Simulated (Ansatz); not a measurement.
# CH7AsSi: rigid torsion scan in Python

Wanted for CH7AsSi: a rigid torsion scan. SMILES: C[AsH][SiH3].

Program: Ansatz 0.2.0 through its Python package. Level of theory: CAM-B3LYP/def2-SVP. These are calculated values, not measurements.

## (1) The structure

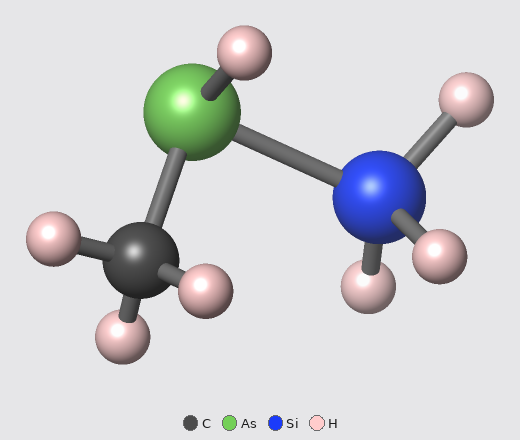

The structure that the script starts from, seen from a chosen angle (carbon dark grey, arsenic green, silicon blue, hydrogen pink).

The script holds or builds the structure itself.

## (2) Script

Input file torsion_ch7assi.py:

```python
"""Rigid torsion scan of CH7AsSi."""

import ansatz as az
from ase import Atoms

BASIS = "def2-SVP"
FUNCTIONAL = "cam_b3lyp"
FMAX = 0.02

atoms = Atoms(["C", "As", "Si", "H", "H", "H", "H", "H", "H", "H"], positions=[
    [-1.2835, 0.5534, -0.5641],
    [0.2336, -0.3518, -1.3009],
    [1.0447, -0.8262, 0.7986],
    [-1.7989, 1.1067, -1.4102],
    [-1.0088, 1.3585, 0.141],
    [-2.0093, -0.1128, -0.0833],
    [1.097, 0.9718, -1.4103],
    [0.2781, -1.8375, 1.4426],
    [1.0716, 0.4087, 1.6762],
    [2.4585, -1.322, 0.7132],
])

# relax first, so that the scan starts from a minimum
first = (
    az.Crystal.molecule_from_ase(atoms).calculation()
    .basis(gaussian=BASIS)  # atom-centred Gaussian functions
    .functional(FUNCTIONAL)
    .relax(force_tolerance=FMAX, max_steps=80)  # relax until the tolerances are met
)
atoms.positions = first.run(threads=1, backend="cpu").report["positions_ang"]

start = atoms.get_dihedral(2, 1, 0, 3)
energies = {}
for turn in range(0, 121, 20):
    turned = atoms.copy()
    turned.set_dihedral(2, 1, 0, 3, start + turn, indices=[0, 3, 4, 5])
    job = (
        az.Crystal.molecule_from_ase(turned).calculation()
        .basis(gaussian=BASIS)  # atom-centred Gaussian functions
        .functional(FUNCTIONAL)
    )
    energies[round((start + turn) % 360)] = job.run(threads=1, backend="cpu").report["free_energy_ev"]
floor = min(energies.values())
print("dihedral Si2-As1-C0-H3 (deg)   E - E(min) (kJ/mol)")
for angle, e in sorted(energies.items()):
    print(f"{angle:8d} {96.485332 * (e - floor):14.3f}  " + "#" * int(30 * (e - floor) / max(max(energies.values()) - floor, 1e-9)))
```

## (3) What the engine is handed

The engine receives this input (first run):

```yaml
crystal:
  periodic: [false, false, false]
  atoms:
    - { symbol: C, position_ang: [-1.2835, 0.5534, -0.5641] }
    - { symbol: As, position_ang: [0.2336, -0.3518, -1.3009] }
    - { symbol: Si, position_ang: [1.0447, -0.8262, 0.7986] }
    - { symbol: H, position_ang: [-1.7989, 1.1067, -1.4102] }
    - { symbol: H, position_ang: [-1.0088, 1.3585, 0.141] }
    - { symbol: H, position_ang: [-2.0093, -0.1128, -0.0833] }
    - { symbol: H, position_ang: [1.097, 0.9718, -1.4103] }
    - { symbol: H, position_ang: [0.2781, -1.8375, 1.4426] }
    - { symbol: H, position_ang: [1.0716, 0.4087, 1.6762] }
    - { symbol: H, position_ang: [2.4585, -1.322, 0.7132] }
basis:
  gaussian:
    orbitals: def2-SVP
hamiltonian:
  xc: cam_b3lyp
relax:
  f_tol: 0.02
  max_steps: 80
```

## (4) The run

Command:

```console
$ python torsion_ch7assi.py
```

Standard output:

```text
dihedral Si2-As1-C0-H3 (deg)   E - E(min) (kJ/mol)
     168          0.000
     188          1.588  ######
     208          4.959  ####################
     228          7.255  ##############################
     248          6.535  ###########################
     268          3.844  ###############
     288          2.196  #########
```

It took 54 s on 1 thread of Arm Neoverse V2, shared host; peak memory 0.33 GiB.

A comment line of the script is reworded here; the code is as run.

## (5) How the relaxation of run 0 went

Relaxation path:

| step | energy from step 1 (eV) | largest force component (eV/Å) |
| --- | --- | --- |
| 1 | 0.0000 | 1.9225 |
| 2 | -0.1706 | 0.5411 |
| 3 | -0.2387 | 0.1910 |
| 4 | -0.2416 | 0.0916 |
| 5 | -0.2421 | 0.0235 |
| 6 | -0.2424 | 0.0130 |

Step 1 is the start.

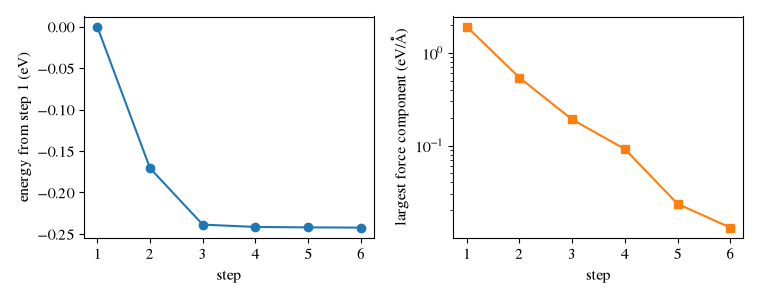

Energy and largest force along the relaxation.

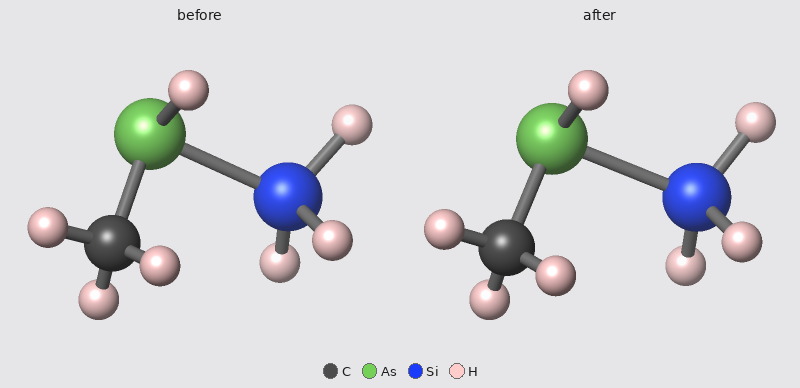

The structure before (left) and after (right) the relaxation, drawn at the same scale.

Before: Bond lengths: C1–As2 1.914 Å, As2–Si3 2.300 Å, C1–H4 1.135 Å, C1–H5 1.105 Å, C1–H6 1.096 Å, As2–H7 1.584 Å, Si3–H8 1.423 Å, Si3–H9 1.515 Å, Si3–H10 1.501 Å. Angles (14 of 15 angles, heavy atoms first): C1–As2–Si3 91.5°, C1–As2–H7 93.6°, Si3–As2–H7 92.5°, As2–C1–H4 107.7°, As2–C1–H5 113.2°, As2–C1–H6 114.0°, As2–Si3–H8 111.7°, As2–Si3–H9 111.5°, As2–Si3–H10 110.4°, H4–C1–H5 103.5°, H4–C1–H6 108.8°, H5–C1–H6 109.1°, H8–Si3–H9 109.1°, H8–Si3–H10 107.4°.

After: Bond lengths: C1–As2 1.981 Å, As2–Si3 2.369 Å, C1–H4 1.099 Å, C1–H5 1.097 Å, C1–H6 1.099 Å, As2–H7 1.524 Å, Si3–H8 1.490 Å, Si3–H9 1.491 Å, Si3–H10 1.489 Å. Angles (14 of 15 angles, heavy atoms first): C1–As2–Si3 97.0°, C1–As2–H7 96.3°, Si3–As2–H7 92.5°, As2–C1–H4 108.5°, As2–C1–H5 113.4°, As2–C1–H6 108.5°, As2–Si3–H8 108.5°, As2–Si3–H9 112.4°, As2–Si3–H10 109.5°, H4–C1–H5 109.1°, H4–C1–H6 108.1°, H5–C1–H6 109.1°, H8–Si3–H9 108.4°, H8–Si3–H10 108.7°.

Run 0 is this relaxation; the runs after it count from 1.

## (6) Run by run

The 7 runs, in the order started:

```csv
run,turn (°),energy from run 1 (eV),SCF cycles,CPU time (s)
1,0,0.0000,16,3.3
2,20,0.0165,16,3.2
3,40,0.0514,16,3.2
4,60,0.0752,16,3.2
5,80,0.0677,16,3.3
6,100,0.0398,16,3.3
7,120,0.0228,16,3.3
```

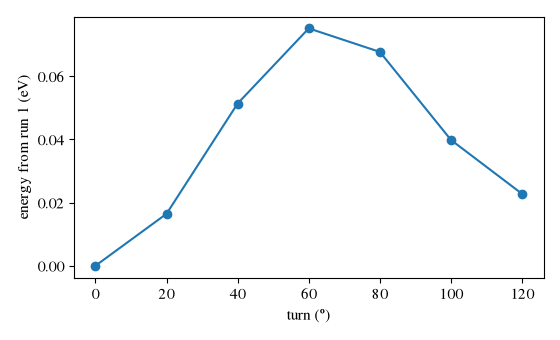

Energy against turn; lines join the points.

## (7) What came out

| quantity | value |
| --- | --- |
| runs compared | 7 |
| range of energy | 0.075 eV |
| lowest point, turn (°) | 0 |

In words: The lowest point lies at a turn of 0°, the highest 0.075 eV (7.3 kJ/mol) above it at 60°. The grid can miss the true lowest and highest points, and the rest of the molecule is held rigid. Run 0: The relaxation took 5 moves; the largest shift is 0.152 Å, of atom 6 (H). The scan is rigid and the energies are electronic, in a modest basis. With rigid groups the curve can differ much from the relaxed path, the start wasn't checked as a minimum of this torsion, and equivalent turns needn't return to the same energy.
